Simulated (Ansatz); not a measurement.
Structure (in its standard cell), the input geometry of an electronic-structure calculation (not necessarily at equilibrium):

```cif
data_structure
_symmetry_space_group_name_H-M 'Fm-3m'
_symmetry_Int_Tables_number 225
_cell_length_a 4.0500
_cell_length_b 4.0500
_cell_length_c 4.0500
_cell_angle_alpha 90.000
_cell_angle_beta 90.000
_cell_angle_gamma 90.000
_cell_volume 66.43
loop_
_atom_site_label
_atom_site_type_symbol
_atom_site_symmetry_multiplicity
_atom_site_Wyckoff_symbol
_atom_site_fract_x
_atom_site_fract_y
_atom_site_fract_z
_atom_site_occupancy
Al1 Al 4 a 0.00000 0.00000 0.00000 1
```

Question: What does the kinematic electron diffraction pattern along [001] look like at 200 kV (B = 0.5 Å²)?

Answer: The spots form a square net with both shortest vectors at d = 2.02 Å, 90.0° apart. They are 2 0 0 and 0 2 0. The pattern has symmetry 4mm. The lattice centring (F) removes all reflections that break h + k = 2n, h + l = 2n.

Strongest reflections with d > 0.80 Å, one of each family (|F|² from tabulated Gaussian fits of the electron scattering factors, times a small damping for the curvature of the Ewald sphere):

| hkl | d (Å) | I (strongest = 100) |
| --- | --- | --- |
| 2 0 0 | 2.025 | 100 |
| 2 2 0 | 1.432 | 37 |
| 4 0 0 | 1.012 | 13 |
| 4 2 0 | 0.906 | 9 |

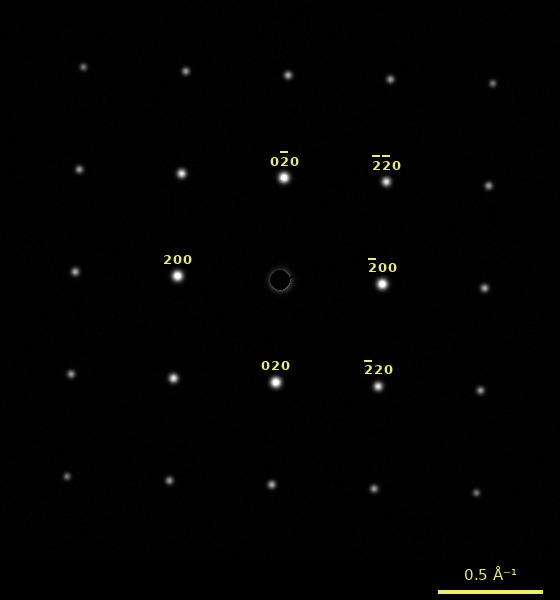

Calculated pattern, seen from the source side with [001] pointing towards the source.
